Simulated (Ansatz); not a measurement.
# Carbon, diamond under RPBE: ground state and equation of state

What does RPBE give for carbon in the diamond structure? We relax it, solve it on a dense k-mesh, then scale the cell to 7 volumes from 88 to 112 % of the relaxed one and try a fit of the equation of state. Spin polarisation is left out. The k-meshes are 8×8×8 for the relaxation; 14×14×14 for the dense run; 13×13×13 for the volumes. The starting cell is the deposited one, from the Crystallography Open Database.

Program: Ansatz 0.2.0. Level of theory: DFT RPBE, plane waves (420 eV) with PAW, scalar-relativistic; the PAW data stem from PBE, with regenerated cores. These are calculated values, not measurements.

### Step 1. Starting point

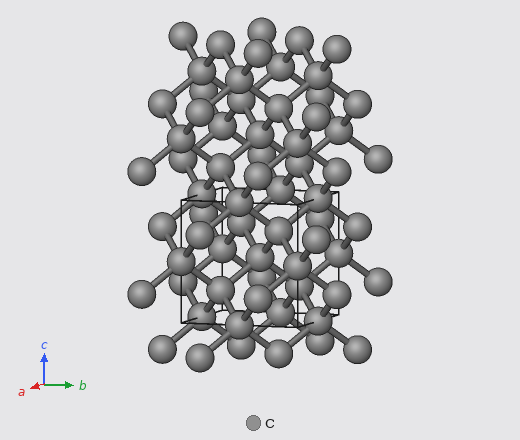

The structure, seen slightly off an axis (carbon grey). 1×1×2 conventional cells are drawn; the run uses a primitive one. Any atoms on the faces are drawn again on the opposite ones, and bonded neighbours outside are added.

Coordinates:

```cif
data_structure
_symmetry_space_group_name_H-M 'P 1'
_symmetry_Int_Tables_number 1
_cell_length_a 2.5221
_cell_length_b 2.5221
_cell_length_c 2.5221
_cell_angle_alpha 60.000
_cell_angle_beta 60.000
_cell_angle_gamma 60.000
_cell_volume 11.34
loop_
_atom_site_label
_atom_site_type_symbol
_atom_site_fract_x
_atom_site_fract_y
_atom_site_fract_z
_atom_site_occupancy
C1 C 0.50000 0.50000 0.50000 1
C2 C 0.75000 0.75000 0.75000 1
```

### Step 2. Relaxation of the cell

Contents of input.yaml:

```yaml
crystal:
  lattice:
    - [0.0, 1.7834, 1.7834]
    - [1.7834, 0.0, 1.7834]
    - [1.7834, 1.7834, 0.0]
  atoms:
    - { symbol: C, position: [0.5, 0.5, 0.5] }
    - { symbol: C, position: [0.75, 0.75, 0.75] }
hamiltonian:
  xc: rpbe
  pseudopotentials:
    kind: paw
    azcp:
      C: "pseudopotentials/C.paw.azcp"
basis:
  ecutwfc: 420
  fft_grid_basis: typed
kpoints:
  mp_grid: { grid: [8, 8, 8], shift: [0, 0, 0] }
magnetization:
  spin_polarized: false
scf:
  occupations: { method: fermi_dirac, width: 0.05 }
relax:
  max_steps: 60
  f_tol: 0.01
  cell: {}
```

What it wrote:

```text
Warning: RAYON_NUM_THREADS=2 ignored (pool sized by the plan → 2); use --threads N
Engine: ansatz 0.2.0, aarch64-unknown-linux-gnu
Pseudopotentials: kind: paw
Pseudopotential: C, paw, valence charge 4, recommended cutoff 420 eV (normal), <dir>
Functional definition: RPBE
  parameter kappa = 0.804
  parameter beta = 0.06672455060314922
  exchange = rpbe_x(kappa = kappa, mu = beta*pi^2/3)
  correlation = pbe_c(beta = beta)
Crystal: 2 atoms, lattice volume = 11.344 Å³
Basis set: ecut = 420 eV, 229 PW (Γ), exchange–correlation on 36×36×36 points (8 copies of the dense FFT grid, shifted against one another)
Bands: 8, of which v1, the nominal top of the filled ones, is band 4 counted from 1 (3 counted from 0)
Symmetry: 48 space group operations
Space group: Fd-3m (ITA 227), of the structure as read, at distance tolerance 2.2e-5 Å
k-points: 29 of 512
Non-local potential: C, projectors of the file, l = 0: 2, l = 1: 2, l = 2: 1
PAW form: soft (Blöchl's): semilocal exchange-correlation on the pseudo side does not see the compensation charge
PAW frozen core: C, regenerated for the run's functional, and the local potential with it (the file was generated under x = pbe(κ = 0.804, μ = 0.2195149727645171), c = pbe(β = 0.06672455060314922))
PAW one-centre angular grid: C, 110 points (default); XC on 64 Gauss nodes
Initial density: superposition of atomic densities (neutral atoms: chi_scale 0, normalization atom), corrected by the library's trained network
Initial wavefunctions: pseudopotential atomic-orbital guess
Functional: x = rpbe, c = pbe(β = 0.06672455060314922)
SCF iter   1: F=—  HF=-504.093189 eV  |F-HF|=—  |Δ(HF+E_count)|=         —  Δρ=3.96e-3  dr2=4.31e-4  ethr=1.77e-3  ⟨swp⟩=4.6  Hψ=1499  notcnv=0
preconditioner: auto → none  [insulator: Δε(μ)=4.135 eV  Ē_g=19.700 eV  σ=0.050 eV  W_gap=1.00  n_scr=0 (ndim 8)  ℏωp=31.2 eV  f_vac=0.000  D(μ)=0.00/eV (n_scr^D=0)  ε∞_Penn≈3.5]
SCF iter   2: F=—  HF=-504.093362 eV  |F-HF|=—  |Δ(HF+E_count)|=   1.73e-4  Δρ=1.94e-3  dr2=1.03e-4  ethr=5.39e-6  ⟨swp⟩=2.2  Hψ=554  notcnv=0
SCF iter   3: F=—  HF=-504.093442 eV  |F-HF|=—  |Δ(HF+E_count)|=   8.06e-5  Δρ=1.16e-4  dr2=3.09e-7  ethr=1.29e-6  ⟨swp⟩=2.0  Hψ=340  notcnv=0
SCF iter   4: F=—  HF=-504.093442 eV  |F-HF|=—  |Δ(HF+E_count)|=   5.08e-8  Δρ=2.97e-5  dr2=2.00e-8  ethr=3.87e-9  ⟨swp⟩=2.7  Hψ=354  notcnv=0
iter 5 did not close the SCF: its close was put off for the readings that it lacked (scf_convergence_deferred on its scf_iter line)
SCF iter   5: F=-504.093442 eV  HF=-504.093442 eV  |F-HF|=7.15e-11  |Δ(HF+E_count)|=   1.95e-8  Δρ=1.97e-6  dr2=2.29e-10  ethr=2.50e-10  ⟨swp⟩=2.7  Hψ=335  notcnv=0
SCF iter   6: F=-504.093442 eV  HF=-504.093442 eV  |F-HF|=1.31e-12  |Δ(HF+E_count)|=  5.62e-11  Δρ=2.68e-7  dr2=5.42e-12  ethr=2.87e-12  ⟨swp⟩=1.0  Hψ=693  notcnv=0
SCF 1 converged in 6 iterations: F = -504.093442 eV  dr2 = 5.42e-12
relax step   1: F+E_penalty+E_count = -504.09344242 eV  Δ(F+E_penalty+E_count) = +0.000e0 eV  max|allowed force component| = 2.776e-17 eV/Å  Δτ_max = 0.0000 Å  P = +7.929 GPa  Ω = 11.344 Å³  (6 SCF iters, dr2 threshold 1.00e-7 eV, accepted)
Crystal: 2 atoms, lattice volume = 11.468 Å³
Initial density: handed on by an earlier stage of this run
Initial wavefunctions: those handed on with the density
iter 1 solved again at ethr=8.84e-6 eV; its pass at ethr=3.10e-3 eV (dr2=7.07e-4 eV) is discarded
SCF iter   1: F=—  HF=-504.097149 eV  |F-HF|=—  |Δ(HF+E_count)|=         —  Δρ=2.65e-3  dr2=6.90e-4  ethr=8.84e-6  ⟨swp⟩=1.0  Hψ=1702  notcnv=0
preconditioner: auto → none  [insulator: Δε(μ)=4.106 eV  Ē_g=19.540 eV  σ=0.050 eV  W_gap=1.00  n_scr=0 (ndim 8)  ℏωp=31.0 eV  f_vac=0.000  D(μ)=0.00/eV (n_scr^D=0)  ε∞_Penn≈3.5]
SCF iter   2: F=—  HF=-504.097000 eV  |F-HF|=—  |Δ(HF+E_count)|=   1.49e-4  Δρ=1.12e-3  dr2=1.30e-4  ethr=8.62e-6  ⟨swp⟩=1.0  Hψ=232  notcnv=0
SCF iter   3: F=—  HF=-504.096983 eV  |F-HF|=—  |Δ(HF+E_count)|=   1.68e-5  Δρ=9.11e-5  dr2=5.37e-7  ethr=1.62e-6  ⟨swp⟩=2.0  Hψ=348  notcnv=0
iter 4 did not close the SCF: its close was put off for the readings that it lacked (scf_convergence_deferred on its scf_iter line)
SCF iter   4: F=-504.096984 eV  HF=-504.096984 eV  |F-HF|=6.01e-9  |Δ(HF+E_count)|=   9.72e-7  Δρ=1.39e-5  dr2=1.76e-8  ethr=6.71e-9  ⟨swp⟩=2.1  Hψ=346  notcnv=0
iter 5 did not close the SCF: its close was put off for the readings that it lacked (scf_convergence_deferred on its scf_iter line)
SCF iter   5: F=-504.096984 eV  HF=-504.096984 eV  |F-HF|=4.18e-11  |Δ(HF+E_count)|=   4.25e-9  Δρ=1.04e-6  dr2=6.52e-11  ethr=2.20e-10  ⟨swp⟩=2.0  Hψ=347  notcnv=0
SCF iter   6: F=-504.096984 eV  HF=-504.096984 eV  |F-HF|=3.41e-13  |Δ(HF+E_count)|=  5.80e-11  Δρ=5.71e-8  dr2=1.89e-13  ethr=1.00e-12  ⟨swp⟩=1.0  Hψ=669  notcnv=0
SCF 2 converged in 6 iterations: F = -504.096984 eV  dr2 = 1.89e-13
relax step   2: F+E_penalty+E_count = -504.09698428 eV  Δ(F+E_penalty+E_count) = -3.542e-3 eV  max|allowed force component| = 1.388e-16 eV/Å  Δτ_max = 0.0000 Å  P = +3.057 GPa  Ω = 11.468 Å³  energy of the carried Pulay correction = -6.904e-4 eV  (6 SCF iters, dr2 threshold 2.00e-7 eV, accepted)
Crystal: 2 atoms, lattice volume = 11.547 Å³
iter 1 solved again at ethr=3.49e-6 eV; its pass at ethr=3.10e-3 eV (dr2=2.79e-4 eV) is discarded
SCF iter   1: F=—  HF=-504.097380 eV  |F-HF|=—  |Δ(HF+E_count)|=         —  Δρ=1.66e-3  dr2=2.73e-4  ethr=3.49e-6  ⟨swp⟩=1.0  Hψ=1643  notcnv=0
preconditioner: auto → none  [insulator: Δε(μ)=4.096 eV  Ē_g=19.439 eV  σ=0.050 eV  W_gap=1.00  n_scr=0 (ndim 8)  ℏωp=30.9 eV  f_vac=0.000  D(μ)=0.00/eV (n_scr^D=0)  ε∞_Penn≈3.5]
SCF iter   2: F=—  HF=-504.097321 eV  |F-HF|=—  |Δ(HF+E_count)|=   5.91e-5  Δρ=7.02e-4  dr2=5.12e-5  ethr=3.41e-6  ⟨swp⟩=1.0  Hψ=232  notcnv=0
SCF iter   3: F=—  HF=-504.097315 eV  |F-HF|=—  |Δ(HF+E_count)|=   6.49e-6  Δρ=5.71e-5  dr2=2.14e-7  ethr=6.40e-7  ⟨swp⟩=2.0  Hψ=348  notcnv=0
iter 4 did not close the SCF: its close was put off for the readings that it lacked (scf_convergence_deferred on its scf_iter line)
SCF iter   4: F=-504.097315 eV  HF=-504.097315 eV  |F-HF|=2.42e-9  |Δ(HF+E_count)|=   3.87e-7  Δρ=8.76e-6  dr2=7.08e-9  ethr=2.67e-9  ⟨swp⟩=2.1  Hψ=346  notcnv=0
iter 5 did not close the SCF: its close was put off for the readings that it lacked (scf_convergence_deferred on its scf_iter line)
SCF iter   5: F=-504.097315 eV  HF=-504.097315 eV  |F-HF|=1.57e-11  |Δ(HF+E_count)|=   1.88e-9  Δρ=6.59e-7  dr2=2.69e-11  ethr=8.86e-11  ⟨swp⟩=2.0  Hψ=347  notcnv=0
SCF iter   6: F=-504.097315 eV  HF=-504.097315 eV  |F-HF|=1.14e-13  |Δ(HF+E_count)|=  2.21e-11  Δρ=3.63e-8  dr2=7.72e-14  ethr=1.00e-12  ⟨swp⟩=1.0  Hψ=656  notcnv=0
SCF 3 converged in 6 iterations: F = -504.097315 eV  dr2 = 7.72e-14
relax step   3: F+E_penalty+E_count = -504.09731496 eV  Δ(F+E_penalty+E_count) = -3.307e-4 eV  max|allowed force component| = 1.365e-16 eV/Å  Δτ_max = 0.0000 Å  P = +0.067 GPa  Ω = 11.547 Å³  energy of the carried Pulay correction = -1.127e-3 eV  (6 SCF iters, dr2 threshold 2.00e-7 eV, accepted)
[... 15 lines left out ...]
relax step   4: F+E_penalty+E_count = -504.09730550 eV  Δ(F+E_penalty+E_count) = +9.452e-6 eV  max|allowed force component| = 7.401e-17 eV/Å  Δτ_max = 0.0000 Å  P = +0.001 GPa  Ω = 11.549 Å³  energy of the carried Pulay correction = -1.137e-3 eV  (7 SCF iters, accepted)
[... 15 lines left out ...]
relax step   5: F+E_penalty+E_count = -504.09863982 eV  Δ(F+E_penalty+E_count) = -1.334e-3 eV  max|allowed force component| = 1.203e-16 eV/Å  Δτ_max = 0.0000 Å  P = +0.185 GPa  Ω = 11.549 Å³  stress off target by 1.85e-1 GPa  SCF on the basis re-selected at this cell (its energy is not comparable with the rows above)  (8 SCF iters)
[... 14 lines left out ...]
relax step   6: F+E_penalty+E_count = -504.09861513 eV  Δ(F+E_penalty+E_count) = +2.470e-5 eV  max|allowed force component| = 1.365e-16 eV/Å  Δτ_max = 0.0000 Å  P = +0.003 GPa  Ω = 11.554 Å³  energy of the carried Pulay correction = -2.762e-5 eV  (6 SCF iters, dr2 threshold 8.57e-8 eV, accepted)
iter 1 solved again at ethr=2.50e-8 eV; its pass at ethr=3.10e-3 eV (dr2=2.00e-6 eV) is discarded
SCF iter   1: F=—  HF=-504.098616 eV  |F-HF|=—  |Δ(HF+E_count)|=         —  Δρ=6.06e-8  dr2=1.13e-13  ethr=2.50e-8  ⟨swp⟩=3.3  Hψ=2243  notcnv=0
eigensolver tolerance schedule: the retry pair's looser diagonalisation over-reported the residual by 17783313.71 of it (diagonalisation noise at an unbounded share of the residual, at the tolerance the schedule requests for it); recorded, not acted on — ethr = c·dr2/N_el stays at c = 1.0e-1
SCF iter   2: F=—  HF=-504.098615 eV  |F-HF|=—  |Δ(HF+E_count)|=   1.04e-6  Δρ=3.16e-8  dr2=3.11e-14  ethr=1.00e-12  ⟨swp⟩=2.5  Hψ=362  notcnv=0
iter 3 did not close the SCF: its close was put off for the readings that it lacked (scf_convergence_deferred on its scf_iter line)
SCF iter   3: F=-504.098615 eV  HF=-504.098615 eV  |F-HF|=1.14e-13  |Δ(HF+E_count)|=  2.27e-13  Δρ=2.15e-8  dr2=1.44e-14  ethr=1.00e-12  ⟨swp⟩=1.0  Hψ=232  notcnv=0
iter 4 did not close the SCF: its close was put off for the readings that it lacked (scf_convergence_deferred on its scf_iter line)
SCF iter   4: F=-504.098615 eV  HF=-504.098615 eV  |F-HF|=1.14e-13  |Δ(HF+E_count)|=    0.00e0  Δρ=1.62e-9  dr2=9.05e-17  ethr=1.00e-12  ⟨swp⟩=1.0  Hψ=232  notcnv=0
iter 5 did not close the SCF: its close was put off for the readings that it lacked (scf_convergence_deferred on its scf_iter line)
SCF iter   5: F=-504.098615 eV  HF=-504.098615 eV  |F-HF|=1.71e-13  |Δ(HF+E_count)|=    0.00e0  Δρ=1.14e-9  dr2=3.93e-17  ethr=1.00e-12  ⟨swp⟩=1.0  Hψ=232  notcnv=0
iter 6 did not close the SCF: its close was put off for the readings that it lacked (scf_convergence_deferred on its scf_iter line)
SCF iter   6: F=-504.098615 eV  HF=-504.098615 eV  |F-HF|=2.27e-13  |Δ(HF+E_count)|=  3.41e-13  Δρ=6.79e-10  dr2=1.71e-17  ethr=1.00e-12  ⟨swp⟩=1.0  Hψ=232  notcnv=0
SCF iter   7: F=-504.098615 eV  HF=-504.098615 eV  |F-HF|=0.00e0  |Δ(HF+E_count)|=  3.41e-13  Δρ=2.28e-10  dr2=1.50e-18  ethr=1.00e-12  ⟨swp⟩=1.0  Hψ=580  notcnv=0
SCF 7 converged in 7 iterations: F = -504.098615 eV  dr2 = 1.50e-18
relax step   7: F+E_penalty+E_count = -504.09861513 eV  Δ(F+E_penalty+E_count) = +2.274e-13 eV  max|allowed force component| = 1.365e-16 eV/Å  Δτ_max = 0.0000 Å  P = +0.004 GPa  Ω = 11.554 Å³  stress off target by 3.60e-3 GPa  SCF on the basis re-selected at this cell (its energy is not comparable with the rows above)  (7 SCF iters)
basis re-selected at this cell: Δ(F+E_penalty+E_count) = +2.274e-13 eV, ΔP = +0.001 GPa vs the last step (what re-selecting the basis moved, of the pressure what is left beyond the Pulay correction that the steps carried, after the strain that the cell walked since its last selection, with what the two solves' SCF thresholds leave and, on support functions, any second-order correction that the steps lacked; it is no measure of the basis error at this ecutwfc). This SCF's stress stands 3.60e-3 GPa from its target on what of the cell is left free (relax.cell.stress_tol is 5.00e-2 GPa) and its largest allowed force component is 1.36e-16 eV/Å (relax.f_tol is 1.00e-2 eV/Å): within both
SCF converged after 7 iterations
Free energy (F): -504.098615 eV
Harris-Foulkes:  -504.098615 eV  (|F-HF|=0.00e0)
Internal energy: -504.098615 eV  (E = F + TS)
E sigma→0 (E₀):  -504.098615 eV
Fermi energy:    15.143224 eV
--- Per-component energies (eV) ---
  E_band       = 33.644110
  E_kinetic    = 183.149821
  E_local      = -122.401210  (includes V_loc(G=0)·N_el)
  E_nonlocal   = 51.916775
  E_hartree    = 26.981870
  E_xc         = -97.309024
  E_vxc        = -120.673751  (∫ρ·V_xc dr)
  E_paw        = -200.570590  (= ΣΔE_a)
  E_vpaw       = -12.311284  (= ΣTr[D̂ρ^β])
  E_aug_tail   = 0.000019  (compensation charges beyond the density's cutoff)
  E_ewald      = -345.836647
  E_core_change = -0.029629  (= ΣΔE_core)
  E_smearing   = -0.000000  (= −TS)
  E_closure    = 0.000000  (closes the sum)
  Σ components = -504.098615   (vs F -504.098615, Δ=0.00e0)
--- Forces (eV/Å), atoms counted from 1 ---
  atom   1  C     -0.00000000     0.00000000    -0.00000000
  atom   2  C      0.00000000    -0.00000000     0.00000000
  max |Σ_I F_I| component: 6.94e-17 eV/Å
--- Stress (GPa, compression-positive) ---
        0.003595      -0.000000      -0.000000
        0.000000       0.003595      -0.000000
       -0.000000      -0.000000       0.003595
  P = ⅓ Tr σ = 0.0036 GPa (0.036 kbar)
--- Relaxed structure (5 steps of the walk, 5 accepted, 2 SCFs on fresh bases) ---
  F+E_penalty+E_count = -504.09861513 eV   max|allowed force component| = 1.365e-16 eV/Å   (the final SCF, on the basis selected at the relaxed cell)
  cell:  # Å, volume = 11.5541 Å³
    - [-2.105820571130026e-34, 1.7943264870966862, 1.7943264870966862]
    - [1.7943264870966862, 1.6520139994502628e-34, 1.7943264870966862]
    - [1.7943264870966862, 1.7943264870966862, -1.974456662747041e-34]
  atoms:
    - { symbol: C, position: [0.5000000000000001, 0.5000000000000001, 0.5000000000000001] }
    - { symbol: C, position: [0.7500000000000001, 0.7500000000000001, 0.7500000000000001] }
```

Wall time 1.4 s (2 threads of Arm Neoverse V1, shared host); peak memory 0.24 GiB.

Step by step:

| step | energy change (meV/atom) | largest force (eV/Å) | pressure (GPa) | volume (Å³/atom) |
| --- | --- | --- | --- | --- |
| 1 | 0.00 | 0.0000 | 7.93 | 5.672 |
| 2 | -1.77 | 0.0000 | 3.06 | 5.734 |
| 3 | -1.94 | 0.0000 | 0.07 | 5.774 |
| 4 | -1.93 | 0.0000 | 0.00 | 5.775 |
| 5 | -2.60 | 0.0000 | 0.19 | 5.775 |
| 6 | -2.59 | 0.0000 | 0.00 | 5.777 |
| 7 | -2.59 | 0.0000 | 0.00 | 5.777 |

Steps that repeat a cell are solved on a basis chosen anew, so their changes of energy are no gain of the relaxation.

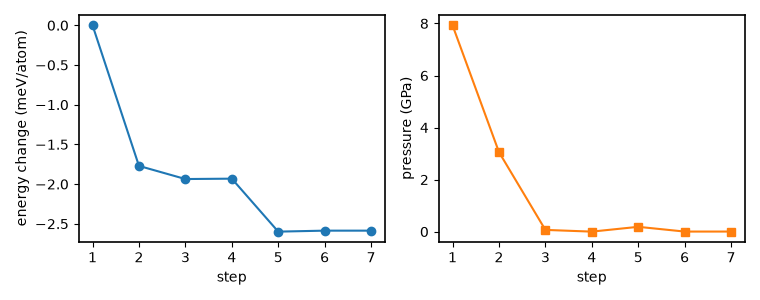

Energy and pressure over the accepted steps.

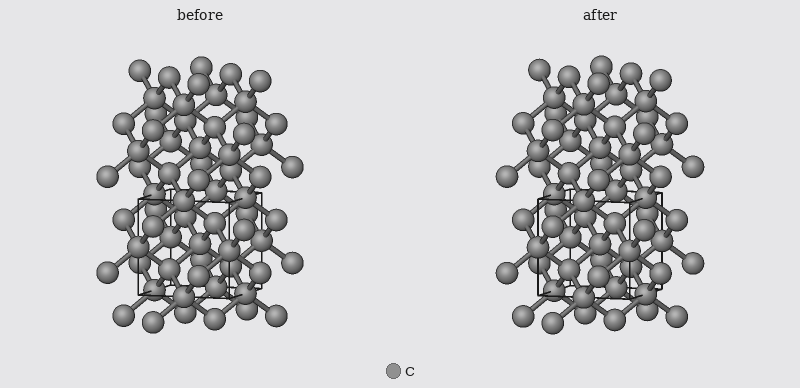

Start and end of the relaxation side by side. The cells drawn are those of the first picture.

Changes in the cell that was computed:

|  | before | after | change |
| --- | --- | --- | --- |
| a (Å) | 2.522 | 2.538 | +0.6 % |
| b (Å) | 2.522 | 2.538 | +0.6 % |
| c (Å) | 2.522 | 2.538 | +0.6 % |
| volume (Å³/atom) | 5.672 | 5.777 | +1.8 % |
| shortest distance (Å) | 1.544 | 1.554 | +0.6 % |
| space group (spins left aside) | Fd-3m | Fd-3m | same |

### Step 3. Dense single point

Contents of input.yaml:

```yaml
crystal:
  lattice:
    - [0.0, 1.7943264871, 1.7943264871]
    - [1.7943264871, 0.0, 1.7943264871]
    - [1.7943264871, 1.7943264871, 0.0]
  atoms:
    - { symbol: C, position: [0.5, 0.5, 0.5] }
    - { symbol: C, position: [0.75, 0.75, 0.75] }
hamiltonian:
  xc: rpbe
  pseudopotentials:
    kind: paw
    azcp:
      C: "pseudopotentials/C.paw.azcp"
basis:
  ecutwfc: 420
  fft_grid_basis: typed
kpoints:
  mp_grid: { grid: [14, 14, 14], shift: [0, 0, 0] }
magnetization:
  spin_polarized: false
scf:
  occupations: { method: fermi_dirac, width: 0.05 }
```

What it wrote (excerpt; [...] marks lines left out):

```text
Warning: RAYON_NUM_THREADS=2 ignored (pool sized by the plan → 2); use --threads N
[...]
[... 3 set-up lines as earlier in the session ...]
[...]
Crystal: 2 atoms, lattice volume = 11.554 Å³
Basis set: ecut = 420 eV, 229 PW (Γ)
Bands: 8, of which v1, the nominal top of the filled ones, is band 4 counted from 1 (3 counted from 0)
[... 1 set-up line as earlier in the session ...]
Space group: Fd-3m (ITA 227), of the structure as read, at distance tolerance 2.3e-5 Å
k-points: 104 of 2744
[...]
SCF iter   1: F=—  HF=-504.099149 eV  |F-HF|=—  |Δ(HF+E_count)|=         —  Δρ=3.90e-3  dr2=4.34e-4  ethr=1.77e-3  ⟨swp⟩=4.7  Hψ=5383  notcnv=0
[...]
SCF iter   6: F=-504.099394 eV  HF=-504.099394 eV  |F-HF|=8.36e-12  |Δ(HF+E_count)|=  5.73e-10  Δρ=6.39e-7  dr2=3.08e-11  ethr=2.70e-11  ⟨swp⟩=1.0  Hψ=2468  notcnv=0
[...]
SCF converged after 6 iterations
Free energy (F): -504.099394 eV
[...]
E sigma→0 (E₀):  -504.099394 eV
Fermi energy:    15.139955 eV
[...]
```

It took 0.48 s on 2 threads of Arm Neoverse V1, shared host; peak memory 0.24 GiB.

### Step 4. Equation of state: 88 %

Contents of input.yaml:

```yaml
crystal:
  lattice:
    - [0.0, 1.7194743121, 1.7194743121]
    - [1.7194743121, 0.0, 1.7194743121]
    - [1.7194743121, 1.7194743121, 0.0]
  atoms:
    - { symbol: C, position: [0.5, 0.5, 0.5] }
    - { symbol: C, position: [0.75, 0.75, 0.75] }
hamiltonian:
  xc: rpbe
  pseudopotentials:
    kind: paw
    azcp:
      C: "pseudopotentials/C.paw.azcp"
basis:
  ecutwfc: 420
  fft_grid_basis: typed
kpoints:
  mp_grid: { grid: [13, 13, 13], shift: [0, 0, 0] }
magnetization:
  spin_polarized: false
scf:
  occupations: { method: fermi_dirac, width: 0.05 }
  lower_state_search: "off"
output:
  stress: true
```

What it wrote (excerpt; [...] marks lines left out):

```text
Warning: RAYON_NUM_THREADS=2 ignored (pool sized by the plan → 2); use --threads N
[...]
[... 3 set-up lines as earlier in the session ...]
[...]
Crystal: 2 atoms, lattice volume = 10.168 Å³
Basis set: ecut = 420 eV, 181 PW (Γ)
Bands: 8, of which v1, the nominal top of the filled ones, is band 4 counted from 1 (3 counted from 0)
[... 2 set-up lines as earlier in the session ...]
k-points: 84 of 2197
[...]
SCF iter   1: F=—  HF=-503.835138 eV  |F-HF|=—  |Δ(HF+E_count)|=         —  Δρ=7.86e-3  dr2=2.76e-3  ethr=1.77e-3  ⟨swp⟩=4.7  Hψ=4362  notcnv=0
[...]
SCF iter   6: F=-503.834672 eV  HF=-503.834672 eV  |F-HF|=0.00e0  |Δ(HF+E_count)|=  2.10e-10  Δρ=7.29e-8  dr2=1.72e-13  ethr=3.13e-12  ⟨swp⟩=1.0  Hψ=1989  notcnv=0
[...]
SCF converged after 6 iterations
Free energy (F): -503.834672 eV
[...]
E sigma→0 (E₀):  -503.834672 eV
Fermi energy:    17.672319 eV
[...]
--- Stress (GPa, compression-positive) ---
       67.627627      -0.000000       0.000000
       -0.000000      67.627627      -0.000000
       -0.000000      -0.000000      67.627627
  P = ⅓ Tr σ = 67.6276 GPa (676.276 kbar)
```

It took 0.44 s on 2 threads of Arm Neoverse V1, shared host; peak memory 0.24 GiB.

### Step 5. Equation of state: 92 %

Changes to input.yaml since step 4:

```diff
@@ -2,5 +2,5 @@
   lattice:
-    - [0.0, 1.7194743121, 1.7194743121]
-    - [1.7194743121, 0.0, 1.7194743121]
-    - [1.7194743121, 1.7194743121, 0.0]
+    - [0.0, 1.7451418919, 1.7451418919]
+    - [1.7451418919, 0.0, 1.7451418919]
+    - [1.7451418919, 1.7451418919, 0.0]
   atoms:
```

What it wrote (excerpt; [...] marks lines left out):

```text
Warning: RAYON_NUM_THREADS=2 ignored (pool sized by the plan → 2); use --threads N
[...]
[... 3 set-up lines as earlier in the session ...]
[...]
Crystal: 2 atoms, lattice volume = 10.630 Å³
Basis set: ecut = 420 eV, 181 PW (Γ)
Bands: 8, of which v1, the nominal top of the filled ones, is band 4 counted from 1 (3 counted from 0)
[... 2 set-up lines as earlier in the session ...]
k-points: 84 of 2197
[...]
SCF iter   1: F=—  HF=-503.989554 eV  |F-HF|=—  |Δ(HF+E_count)|=         —  Δρ=5.64e-3  dr2=1.23e-3  ethr=1.77e-3  ⟨swp⟩=4.7  Hψ=4355  notcnv=0
[...]
SCF iter   6: F=-503.989596 eV  HF=-503.989596 eV  |F-HF|=3.41e-13  |Δ(HF+E_count)|=  1.32e-10  Δρ=5.23e-8  dr2=4.36e-14  ethr=1.00e-12  ⟨swp⟩=1.0  Hψ=1991  notcnv=0
[...]
SCF converged after 6 iterations
Free energy (F): -503.989596 eV
[...]
E sigma→0 (E₀):  -503.989596 eV
Fermi energy:    16.764572 eV
[...]
--- Stress (GPa, compression-positive) ---
       40.670165       0.000000       0.000000
        0.000000      40.670165       0.000000
       -0.000000       0.000000      40.670165
  P = ⅓ Tr σ = 40.6702 GPa (406.702 kbar)
```

Wall time 0.46 s (2 threads of Arm Neoverse V1, shared host); peak memory 0.24 GiB.

[end of part 1 of 2]
